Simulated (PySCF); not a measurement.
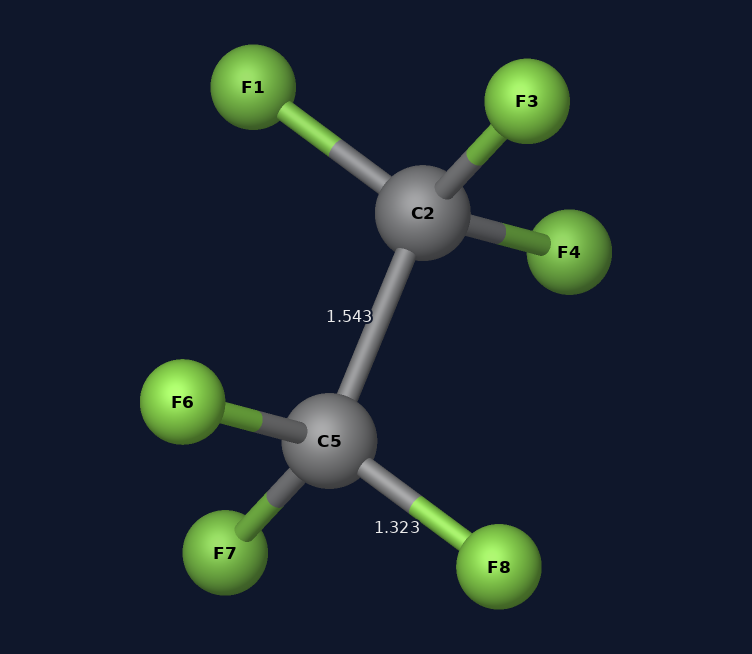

The numbers beside the sticks are distances in Å. Sticks don't show bond order. Computed geometry: PBE0-D3(BJ)/def2-SVP optimisation. No frequency run is at hand to confirm it as a minimum.

> Assign a bond order to each marked bond.

C2–C5 single; C5–F8 single.

> Give the structure as SMILES.

FC(F)(F)C(F)(F)F
